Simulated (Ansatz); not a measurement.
Relaxed ZnS (zinc blende):

```xyz
4
Lattice="0.0000 5.4434 5.4434 2.7217 0.0000 2.7217 2.7217 2.7217 0.0000" Properties=species:S:1:pos:R:3 pbc="T T T"
S      4.0826     4.0826     4.0826
S      4.0826     6.8043     6.8043
Zn     0.0000     0.0000     0.0000
Zn     2.7217     2.7217     5.4434
```

The atoms are displaced by Q × the pattern below (from a DFPT mode at L = (0.5, 0.0, 0.0), largest move 1; Q in Å), at fixed cell. (q is in reciprocal vectors of the primitive cell; the cell shown is doubled to hold the pattern.)

```json
[
 {"atom": "S1", "x": "-0.138", "y": "0.138", "z": "0.138"},
 {"atom": "S2", "x": "0.138", "y": "-0.138", "z": "-0.138"},
 {"atom": "Zn3", "x": "-0.577", "y": "0.577", "z": "0.577"},
 {"atom": "Zn4", "x": "0.577", "y": "-0.577", "z": "-0.577"}
]
```

The numbers are results of PBE (plane waves to 420 eV, PAW, scalar-relativistic; Ansatz, a first-principles code), not measurements. k mesh 5×10×10 (Γ-centred), Fermi-Dirac smearing 0.05 eV. The energy includes the smearing's −TS. ZnS was relaxed with its symmetry unable to fall. The zero of ΔE is the undisplaced structure.

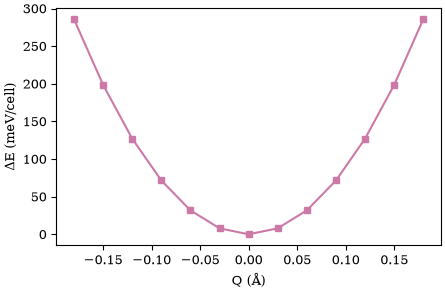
Figure. ΔE (meV/cell) against Q (Å); markers are the computed points, lines only join them.

### Question
What is the energy change at Q = 0.180 Å?

### Answer
About 290 meV/cell.

### Question
What harmonic wavenumber does the curvature at Q = 0 give?

### Answer
About 190 cm⁻¹.

(For displaced atoms, the force is minus the slope of the energy, and its curvature is a force constant, which sets phonon frequencies.)
